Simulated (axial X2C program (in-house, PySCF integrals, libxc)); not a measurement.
**GeS⁺: bond curves with and without spin–orbit coupling**

What are the state, bond length, wavenumber and bond energy of GeS⁺, and what does spin–orbit coupling change?

Method: all-electron X2C, Ge dyall-v3z, S dyall-v3z; program: an in-house X2C program for linear molecules on PySCF integrals.

All values are calculated.

### Step 1. Input

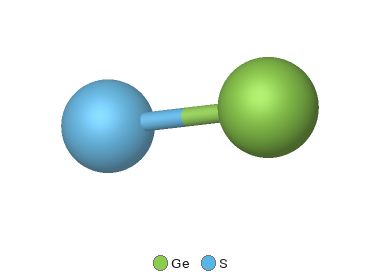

The two atoms at 2.050 Å (germanium green, sulfur blue).

task.json reads:

```json
{
 "zs": [
  32,
  16
 ],
 "q": 1,
 "bas": [
  "dyall-v3z",
  "dyall-v3z"
 ],
 "levels": [
  "PBE0",
  "HF",
  "TPSSh",
  "PBE50"
 ],
 "cc": false,
 "r0": 2.05,
 "npts": 10,
 "nst": 2,
 "ntry": 6
}
```

Keys: zs atomic numbers; q charge; bas basis sets; levels methods (HF also brings MP2); cc coupled cluster on or off; r0 starting distance in Å; npts points asked for on the curve; nst determinants followed; ntry starts of the search.

The run is started by

```bash
$ python so2c.py task.json out
```

Spin-free means the one-electron spin-free X2C Hamiltonian; two-component (2c) means X2C with spin–orbit coupling and atomic mean-field two-electron Coulomb and Gaunt terms. Basis: Ge dyall-v3z contracted to [9s9p7d1f], S dyall-v3z contracted to [8s7p2d1f]; Gaussian nuclei, density fitting. Masses: Ge 73.921 u, S 31.972 u.

Notation: σ, π±, δ± give the projection m of an orbital's angular momentum (0, ±1, ±2), α and β its spin, Λ and M_S the sums; ω is the projection of a spinor's total angular momentum and Ω the sum. Logs are in hartree.

The results follow Hamiltonian by Hamiltonian and level by level.

### Step 2. Which state to follow

PBE0 moves the distance from 2.050 Å to 2.175 Å and compares determinants there.

Spin-free determinants:

```tsv
ΔE (eV)	state	open shells
0.00	M_S = 1/2, Λ = 1	beyond closed shells: π+α, π+β, π-α
0.57	M_S = 1/2, Λ = 0	beyond closed shells: σα
3.07	M_S = 3/2, Λ = 1	beyond closed shells: 2 × π+α, π-α
3.14	M_S = 3/2, Λ = 2	beyond closed shells: σα, 2 × π+α, π+β, π-α
3.14	M_S = 3/2, Λ = 0	beyond closed shells: σα, π+α, π+β, 2 × π-α
3.52	M_S = 1/2, Λ = 2	beyond closed shells: σα, 2 × π+α, π+β, π-β
3.65	M_S = 1/2, Λ = 2	beyond closed shells: σα, π+α, 2 × π+β, π-α
```

Two-component determinants:

```csv
ΔE (eV),state,open shells
0.00,Ω = 3/2,excess of +ω over −ω: ω = 3/2
0.07,Ω = 1/2,excess of +ω over −ω: ω = 1/2
3.04,Ω = 1/2,"excess of +ω over −ω: 2 × ω = -1/2, ω = 3/2"
3.18,Ω = 5/2,"excess of +ω over −ω: ω = -1/2, 2 × ω = 3/2"
3.21,Ω = 7/2,"excess of +ω over −ω: ω = 1/2, 2 × ω = 3/2"
3.27,Ω = 3/2,excess of +ω over −ω: ω = 3/2
3.59,Ω = 5/2,"excess of +ω over −ω: 2 × ω = 1/2, ω = 3/2"
```

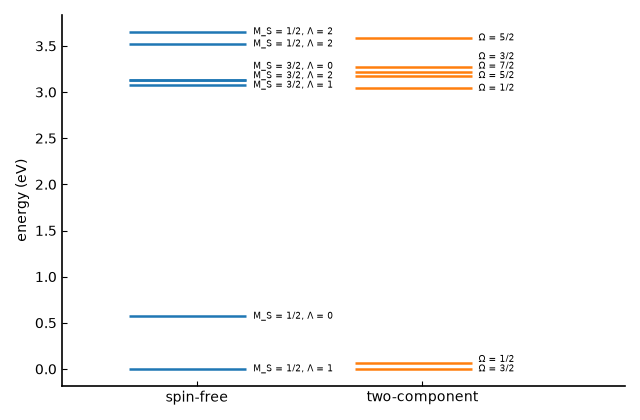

The determinants found, each set from its own lowest.

### Step 3. PBE0, spin-free

State followed: M_S = 1/2, Λ = 1 (beyond closed shells: π+α, π+β, π-α). The scan is laid around 2.175 Å, a first estimate of the minimum, and this SCF restarts from the orbitals of the search.

Output at 2.175 Å:

```text
spin-free X2C-1e  PBE0
basis functions 124  fitting functions 794  grid points 5078
iter        total energy     max residual
   1      -2497.446043489     4.20e-05
   2      -2497.446043492     1.42e-05
converged
one-electron -3709.46397771  Coulomb 1192.79051672  exact exchange -25.84486358  xc functional -79.49725088  nuclear repulsion 124.56953195
```

Along the bond, energies from the lowest point:

| R (Å) | E (eV) | μ (D) | HOMO (eV) | LUMO (eV) | iterations |
| --- | --- | --- | --- | --- | --- |
| 1.892 | 0.9808 | 0.45 | -14.76 | -13.12 | 23 |
| 1.979 | 0.4027 | 0.04 | -14.80 | -12.72 | 17 |
| 2.045 | 0.1565 | -0.26 | -14.79 | -12.43 | 13 |
| 2.110 | 0.0316 | -0.56 | -14.51 | -12.17 | 12 |
| 2.175 | 0.0000 | -0.85 | -14.24 | -11.92 | 2 |
| 2.251 | 0.0523 | -1.18 | -13.93 | -11.65 | 12 |
| 2.327 | 0.1752 | -1.49 | -13.65 | -11.41 | 12 |
| 2.425 | 0.4039 | -1.85 | -13.31 | -11.14 | 13 |
| 2.545 | 0.7476 | -2.22 | -12.93 | -10.86 | 13 |
| 2.719 | 1.2899 | -2.43 | -12.46 | -10.58 | 15 |

Dipoles are positive if S is the positive end and refer to the centre of mass.

Outer orbitals at the reference distance:

```tsv
symmetry	occupied	ε (eV)	atomic character
σα	yes	-27.17	70% S s, 12% Ge s, 10% Ge p
σβ	yes	-26.00	66% S s, 16% Ge s, 10% Ge p
σα	yes	-20.33	60% Ge s, 24% S p, 12% S s
σβ	yes	-20.05	58% Ge s, 22% S p, 15% S s
π-α	yes	-15.32	82% S p, 12% Ge p, 4% Ge d
π+α	yes	-15.32	82% S p, 12% Ge p, 4% Ge d
σα	yes	-14.92	47% S p, 32% Ge p, 17% Ge s
σβ	yes	-14.70	48% S p, 33% Ge p, 15% Ge s
π+β	yes	-14.24	75% S p, 20% Ge p, 4% Ge d
π-β	no	-11.92	67% S p, 28% Ge p, 4% Ge d
π-α	no	-9.22	83% Ge p, 12% S p, 4% S d
π+α	no	-9.22	83% Ge p, 12% S p, 4% S d
π+β	no	-9.04	76% Ge p, 18% S p, 3% S d
```

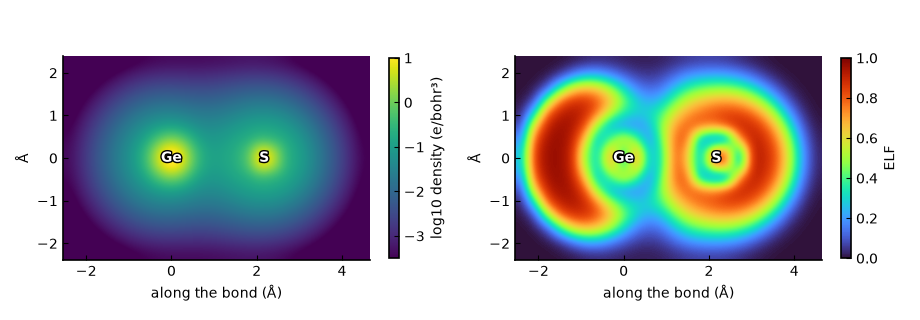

PBE0 fields in a plane through the axis, from a grid of 0.3 Å; Ge lies at z = 0 and S at z = 2.175 Å; the ELF is damped to zero where the density is low.

Re = 2.168 Å, ωe = 458 cm⁻¹, ωexe = 1.3 cm⁻¹, Be = 0.1607 cm⁻¹, De = 3.54 eV, μ = -0.82 D.

### Step 4. HF, spin-free

Output at 2.175 Å:

```text
spin-free X2C-1e  HF
basis functions 124  fitting functions 794  grid points 5078
iter        total energy     max residual
   1      -2495.483383344     2.87e-01
   2      -2495.511070927     1.02e-02
   3      -2495.512257715     1.21e-02
   4      -2495.512532179     5.18e-03
   5      -2495.512587713     9.10e-04
   6      -2495.512609748     1.48e-03
   7      -2495.512616277     5.66e-04
   8      -2495.512620792     2.64e-04
   9      -2495.512622226     3.08e-04
  10      -2495.512622556     9.50e-05
  11      -2495.512622581     7.15e-06
  12      -2495.512622583     4.07e-06
  13      -2495.512622583     1.89e-06
converged
one-electron -3709.37380618  Coulomb 1192.80940414  exact exchange -103.51775249  xc functional 0.00000000  nuclear repulsion 124.56953195
```

Re = 2.159 Å, ωe = 475 cm⁻¹, ωexe = 1.25 cm⁻¹, Be = 0.162 cm⁻¹, De = 1.92 eV, μ = -1.21 D.

### Step 5. TPSSh, spin-free

Output at 2.175 Å:

```text
spin-free X2C-1e  TPSSh
basis functions 124  fitting functions 794  grid points 5078
iter        total energy     max residual
   1      -2497.817465451     5.85e-02
   2      -2497.818135583     9.18e-03
   3      -2497.818411031     1.28e-02
   4      -2497.818471422     1.65e-03
   5      -2497.818473558     1.40e-03
   6      -2497.818474089     3.72e-04
   7      -2497.818474187     7.50e-05
   8      -2497.818474193     4.68e-05
   9      -2497.818474195     4.80e-06
converged
one-electron -3709.13667159  Coulomb 1192.44272970  exact exchange -10.33519407  xc functional -95.35887018  nuclear repulsion 124.56953195
```

Re = 2.178 Å, ωe = 446 cm⁻¹, ωexe = 1.35 cm⁻¹, Be = 0.1592 cm⁻¹, De = 3.51 eV, μ = -0.75 D.

### Step 6. PBE50, spin-free

The SCF at the reference distance of 2.175 Å:

```text
spin-free X2C-1e  PBE50
basis functions 124  fitting functions 794  grid points 5078
iter        total energy     max residual
   1      -2497.492134474     9.55e-02
   2      -2497.495764841     6.50e-03
   3      -2497.495875087     9.10e-03
   4      -2497.496001580     7.52e-04
   5      -2497.496002845     2.83e-04
   6      -2497.496003629     2.03e-04
   7      -2497.496003682     3.26e-05
   8      -2497.496003704     4.23e-05
   9      -2497.496003709     1.63e-05
converged
one-electron -3709.72449792  Coulomb 1193.09875170  exact exchange -51.72216563  xc functional -53.71762381  nuclear repulsion 124.56953195
```

Re = 2.147 Å, ωe = 479 cm⁻¹, ωexe = 1.28 cm⁻¹, Be = 0.1639 cm⁻¹, De = 3.33 eV, μ = -0.91 D.

### Step 7. Correlated methods, spin-free

Correlated methods: 19 electrons correlated (frozen shells, counted by type: Ge 3 s, 2 p; S 2 s, 1 p), 157 virtual spinors in MP2.

MP2: Re = 2.159 Å, ωe = 470 cm⁻¹, Be = 0.162 cm⁻¹, De = 3.38 eV.

### Step 8. A higher determinant, spin-free

State: M_S = 1/2, Λ = 0 (beyond closed shells: σα).

Output at the reference distance:

```text
spin-free X2C-1e  PBE0
basis functions 124  fitting functions 794  grid points 5078
iter        total energy     max residual
   1      -2497.425094551     9.26e-05
   2      -2497.425094651     3.93e-05
   3      -2497.425094676     2.28e-05
   4      -2497.425094680     2.20e-05
   5      -2497.425094680     1.59e-05
converged
one-electron -3708.70856515  Coulomb 1192.01966198  exact exchange -25.83134433  xc functional -79.47437913  nuclear repulsion 124.56953195
```

| R (Å) | E above the lowest PBE0 point (eV) |
| --- | --- |
| 1.892 | 0.531 |
| 1.979 | 0.343 |
| 2.045 | 0.343 |
| 2.110 | 0.427 |
| 2.175 | 0.570 |
| 2.251 | 0.788 |
| 2.327 | 1.041 |
| 2.425 | 1.394 |
| 2.545 | 1.836 |

Re = 2.011 Å, ωe = 531 cm⁻¹, ωexe = 2.01 cm⁻¹, Be = 0.1868 cm⁻¹, μ = -1.53 D. Te = 0.33 eV.

### Step 9. The spin-free curves together

Energy (eV) of the followed determinant, spin-free, from each level's lowest point:

| R (Å) | PBE0 | HF | MP2 | TPSSh | PBE50 |
| --- | --- | --- | --- | --- | --- |
| 1.892 | 0.981 | 0.973 | 0.950 | 1.018 | 0.874 |
| 1.979 | 0.403 | 0.386 | 0.377 | 0.431 | 0.327 |
| 2.045 | 0.156 | 0.141 | 0.138 | 0.177 | 0.106 |
| 2.110 | 0.032 | 0.022 | 0.022 | 0.042 | 0.006 |
| 2.175 | 0.000 | 0.000 | 0.000 | 0.000 | 0.000 |
| 2.251 | 0.052 | 0.067 | 0.065 | 0.039 | 0.082 |
| 2.327 | 0.175 | 0.206 | 0.201 | 0.147 | 0.234 |
| 2.425 | 0.404 | 0.459 | 0.448 | 0.356 | 0.500 |
| 2.545 | 0.748 | 0.832 | 0.826 | 0.674 | 0.889 |
| 2.719 | 1.290 | 1.351 | 1.688 | 1.178 | 1.498 |

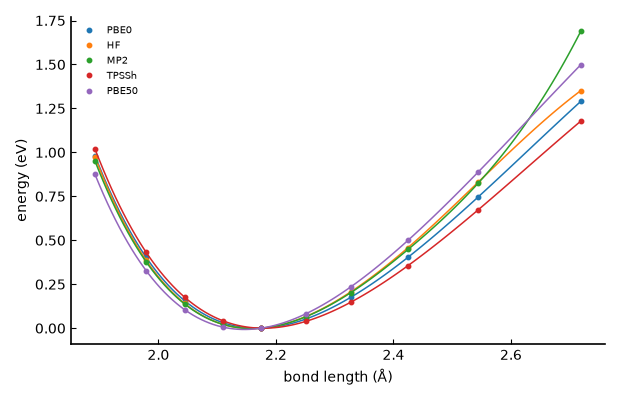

Curves of the followed state, spin-free, each from its own lowest point.

### Step 10. PBE0, 2c

State followed: Ω = 3/2 (excess of +ω over −ω: ω = 3/2). The scan is laid around 2.175 Å, a first estimate of the minimum, and this SCF restarts from the orbitals of the search.

The SCF at the reference distance of 2.175 Å:

```text
two-component X2C + atomic mean field  PBE0
basis functions 124  fitting functions 794  grid points 5078
iter        total energy     max residual
   1      -2496.715850200     4.65e-05
   2      -2496.715850202     1.85e-05
converged
one-electron -3707.59604166  Coulomb 1192.39887492  exact exchange -25.83607779  xc functional -79.47031439  nuclear repulsion 124.56953195  atomic mean-field constant -0.78182323
```

Along the bond, energies from the lowest point:

| R (Å) | E (eV) | μ (D) | HOMO (eV) | LUMO (eV) | iterations |
| --- | --- | --- | --- | --- | --- |
| 1.892 | 0.9825 | 0.46 | -14.76 | -13.08 | 23 |
| 1.979 | 0.4040 | 0.06 | -14.79 | -12.68 | 17 |
| 2.045 | 0.1574 | -0.25 | -14.78 | -12.39 | 13 |
| 2.110 | 0.0321 | -0.54 | -14.54 | -12.13 | 12 |
| 2.175 | 0.0000 | -0.84 | -14.26 | -11.88 | 2 |
| 2.251 | 0.0517 | -1.16 | -13.96 | -11.61 | 12 |
| 2.327 | 0.1738 | -1.47 | -13.67 | -11.37 | 13 |
| 2.425 | 0.4013 | -1.83 | -13.34 | -11.09 | 13 |
| 2.545 | 0.7427 | -2.18 | -12.96 | -10.82 | 13 |
| 2.719 | 1.2790 | -2.35 | -12.49 | -10.52 | 15 |

Dipoles are positive if S is the positive end and refer to the centre of mass.

Outer spinors at the reference distance:

```
   ω  occupied  ε (eV)             atomic character  λ mixture
 1/2       yes  -27.18  70% S s, 12% Ge s, 10% Ge p     100% σ
-1/2       yes  -26.00  66% S s, 16% Ge s, 10% Ge p     100% σ
 1/2       yes  -20.32   59% Ge s, 24% S p, 12% S s     100% σ
-1/2       yes  -20.04   58% Ge s, 22% S p, 15% S s     100% σ
-1/2       yes  -15.36   82% S p, 12% Ge p, 4% Ge d     100% π
 3/2       yes  -15.30   82% S p, 12% Ge p, 4% Ge d     100% π
 1/2       yes  -14.92  47% S p, 32% Ge p, 17% Ge s     100% σ
-1/2       yes  -14.70  48% S p, 33% Ge p, 15% Ge s     100% σ
 1/2       yes  -14.26   74% S p, 20% Ge p, 4% Ge d     100% π
-3/2        no  -11.88   67% S p, 27% Ge p, 4% Ge d     100% π
-1/2        no   -9.28    83% Ge p, 12% S p, 4% S d     100% π
 3/2        no   -9.14    83% Ge p, 12% S p, 4% S d     100% π
 1/2        no   -9.09    76% Ge p, 19% S p, 3% S d     100% π
```

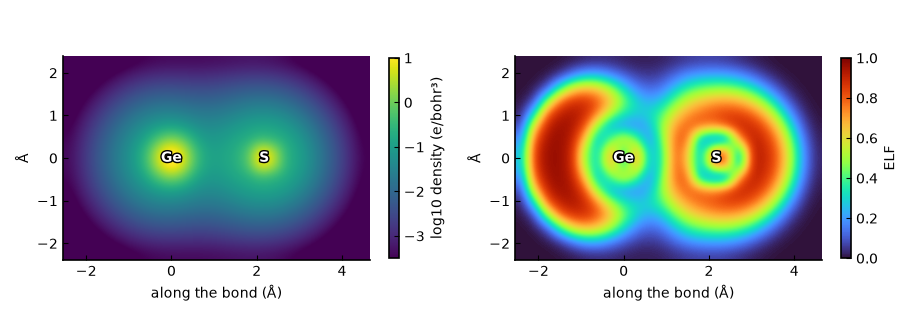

PBE0 fields in a plane through the axis, from a grid of 0.3 Å; Ge lies at z = 0 and S at z = 2.175 Å; the ELF is damped to zero where the density is low.

Re = 2.169 Å, ωe = 457 cm⁻¹, ωexe = 1.31 cm⁻¹, Be = 0.1606 cm⁻¹, De = 3.54 eV, μ = -0.81 D.

### Step 11. HF, 2c

The SCF at the reference distance of 2.175 Å:

```text
two-component X2C + atomic mean field  HF
basis functions 124  fitting functions 794  grid points 5078
iter        total energy     max residual
   1      -2494.753769173     2.86e-01
   2      -2494.781446954     1.02e-02
   3      -2494.782633070     1.20e-02
   4      -2494.782905863     5.17e-03
   5      -2494.782960718     8.91e-04
   6      -2494.782982145     1.46e-03
   7      -2494.782988568     5.68e-04
   8      -2494.782993145     2.73e-04
   9      -2494.782994675     3.21e-04
  10      -2494.782995047     1.02e-04
  11      -2494.782995083     1.78e-05
  12      -2494.782995091     1.52e-05
  13      -2494.782995098     2.00e-05
  14      -2494.782995105     1.26e-05
  15      -2494.782995108     5.71e-06
  16      -2494.782995109     2.13e-06
converged
one-electron -3707.50342855  Coulomb 1192.41512542  exact exchange -103.48240070  xc functional 0.00000000  nuclear repulsion 124.56953195  atomic mean-field constant -0.78182323
```

No constants are quoted: the solution changes its character somewhere along the scan, so the fit is set aside.

### Step 12. TPSSh, 2c

The SCF at the reference distance of 2.175 Å:

```text
two-component X2C + atomic mean field  TPSSh
basis functions 124  fitting functions 794  grid points 5078
iter        total energy     max residual
   1      -2497.087102173     5.86e-02
   2      -2497.087774387     9.19e-03
   3      -2497.088050447     1.28e-02
   4      -2497.088110863     1.65e-03
   5      -2497.088113302     1.46e-03
   6      -2497.088113891     3.55e-04
   7      -2497.088113983     7.75e-05
   8      -2497.088113990     4.69e-05
   9      -2497.088113992     5.66e-06
converged
one-electron -3707.26888999  Coulomb 1192.05126094  exact exchange -10.33168193  xc functional -95.32651173  nuclear repulsion 124.56953195  atomic mean-field constant -0.78182323
```

Re = 2.179 Å, ωe = 445 cm⁻¹, ωexe = 1.36 cm⁻¹, Be = 0.1591 cm⁻¹, De = 3.53 eV, μ = -0.73 D.

### Step 13. PBE50, 2c

The SCF at the reference distance of 2.175 Å:

```text
two-component X2C + atomic mean field  PBE50
basis functions 124  fitting functions 794  grid points 5078
iter        total energy     max residual
   1      -2496.762134394     9.55e-02
   2      -2496.765763100     6.49e-03
   3      -2496.765872850     9.08e-03
   4      -2496.765999122     7.51e-04
   5      -2496.766000364     2.81e-04
   6      -2496.766001123     2.01e-04
   7      -2496.766001171     3.00e-05
   8      -2496.766001189     4.03e-05
   9      -2496.766001194     1.63e-05
converged
one-electron -3707.85504983  Coulomb 1192.70548805  exact exchange -51.70453423  xc functional -53.69961390  nuclear repulsion 124.56953195  atomic mean-field constant -0.78182323
```

No constants are quoted: the solution changes its character somewhere along the scan, so the fit is set aside.

### Step 14. Correlated methods, 2c

Correlated methods: 19 electrons correlated (frozen shells, counted by type: Ge 3 s, 2 p; S 2 s, 1 p), 157 virtual spinors in MP2.

MP2: No constants are quoted: the reference changes its character somewhere along the scan, so the fit is set aside.

### Step 15. A higher determinant, 2c

State: Ω = 1/2 (excess of +ω over −ω: ω = 1/2).

Output at the reference distance:

```text
two-component X2C + atomic mean field  PBE0
basis functions 124  fitting functions 794  grid points 5078
iter        total energy     max residual
   1      -2496.713460733     6.94e-05
   2      -2496.713460747     1.81e-05
   3      -2496.713460755     5.10e-05
   4      -2496.713460759     1.21e-05
converged
one-electron -3707.56922347  Coulomb 1192.37390425  exact exchange -25.83601768  xc functional -79.46983258  nuclear repulsion 124.56953195  atomic mean-field constant -0.78182323
```

| R (Å) | E above the lowest PBE0 point (eV) |
| --- | --- |
| 1.892 | 0.568 |
| 1.979 | 0.378 |
| 2.045 | 0.224 |
| 2.110 | 0.098 |
| 2.175 | 0.065 |
| 2.251 | 0.116 |
| 2.327 | 0.238 |
| 2.425 | 0.467 |
| 2.545 | 0.811 |

No constants are quoted: the solution changes its character somewhere along the scan, so the fit is set aside.

### Step 16. The 2c curves together

Energy (eV) of the followed determinant, 2c, from each level's lowest point:

| R (Å) | PBE0 | HF (jumps) | MP2 (its reference jumps) | TPSSh | PBE50 (jumps) |
| --- | --- | --- | --- | --- | --- |
| 1.892 | 0.983 | 0.974 | 0.952 | 1.020 | 0.876 |
| 1.979 | 0.404 | 0.387 | 0.379 | 0.433 | 0.328 |
| 2.045 | 0.157 | 0.142 | 0.139 | 0.178 | 0.106 |
| 2.110 | 0.032 | 0.022 | 0.022 | 0.043 | 0.006 |
| 2.175 | 0.000 | 0.000 | 0.000 | 0.000 | 0.000 |
| 2.251 | 0.052 | 0.066 | 0.065 | 0.038 | 0.081 |
| 2.327 | 0.174 | 0.205 | 0.200 | 0.146 | 0.233 |
| 2.425 | 0.401 | 0.457 | 0.447 | 0.353 | 0.498 |
| 2.545 | 0.743 | 0.707 | 1.398 | 0.669 | 0.886 |
| 2.719 | 1.279 | 0.859 | 1.819 | 1.166 | 1.485 |

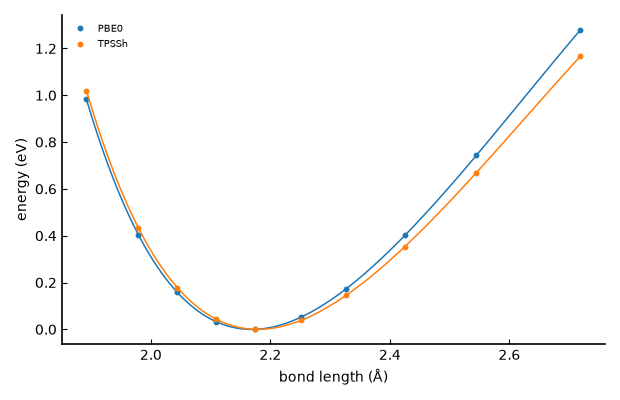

Curves of the followed state, 2c, each from its own lowest point. Left out: HF, MP2, PBE50.

Time for the job: 2.4 min (1 thread of Arm Neoverse N1, shared host); peak memory 0.28 GiB.

### Step 17. Results

Lowest determinant that the search found at its distance, spin-free: M_S = 1/2, Λ = 1 (beyond closed shells: π+α, π+β, π-α).

Lowest determinant that the search found at its distance, 2c: Ω = 3/2 (excess of +ω over −ω: ω = 3/2).

```json
{"Hamiltonian": "spin-free", "level": "PBE0", "Re (Å)": "2.168", "ωe (cm⁻¹)": "458", "De (eV)": "3.54", "μ (D)": "-0.82"}
{"Hamiltonian": "spin-free", "level": "HF", "Re (Å)": "2.159", "ωe (cm⁻¹)": "475", "De (eV)": "1.92", "μ (D)": "-1.21"}
{"Hamiltonian": "spin-free", "level": "MP2", "Re (Å)": "2.159", "ωe (cm⁻¹)": "470", "De (eV)": "3.38", "μ (D)": "n/a"}
{"Hamiltonian": "spin-free", "level": "TPSSh", "Re (Å)": "2.178", "ωe (cm⁻¹)": "446", "De (eV)": "3.51", "μ (D)": "-0.75"}
{"Hamiltonian": "spin-free", "level": "PBE50", "Re (Å)": "2.147", "ωe (cm⁻¹)": "479", "De (eV)": "3.33", "μ (D)": "-0.91"}
{"Hamiltonian": "2c", "level": "PBE0", "Re (Å)": "2.169", "ωe (cm⁻¹)": "457", "De (eV)": "3.54", "μ (D)": "-0.81"}
{"Hamiltonian": "2c", "level": "TPSSh", "Re (Å)": "2.179", "ωe (cm⁻¹)": "445", "De (eV)": "3.53", "μ (D)": "-0.73"}
```

Dipoles are positive if S is the positive end and refer to the centre of mass. No constants: 2c HF (the solution changes its character somewhere along the scan, so the fit is set aside); 2c MP2 (the reference changes its character somewhere along the scan, so the fit is set aside); 2c PBE50 (the solution changes its character somewhere along the scan, so the fit is set aside).

Time per point (s) on 1 thread of Arm Neoverse N1, shared host (2c runs); the times are rough: PBE0 0.9, TPSSh 1.5.

What this shows: At PBE0, going from spin-free to two-component changes Re by 0 mÅ, ωe by -0.1 %, which is small (part of it comes from the scalar share of the two-electron terms). De moves by 0.00 eV; both De rest on single-determinant atoms, which can miss part of an open shell's spin–orbit lowering.

De refers to Ge+ + S, each in the lowest determinant found, which need not be this curve's own limit. Each curve is one determinant whose occupation by symmetry is held fixed; it was picked as the lowest of a PBE0 search that is not exhaustive. Dissociation energies refer to the lowest single-determinant-based atoms at the same level and basis. Density functionals use the spin component along the axis (collinear). The meta-GGAs lack a current-density term, which matters for open shells with orbital currents, atoms included. The spin-free determinant is spin-contaminated at some levels, which hurts MP2 most.
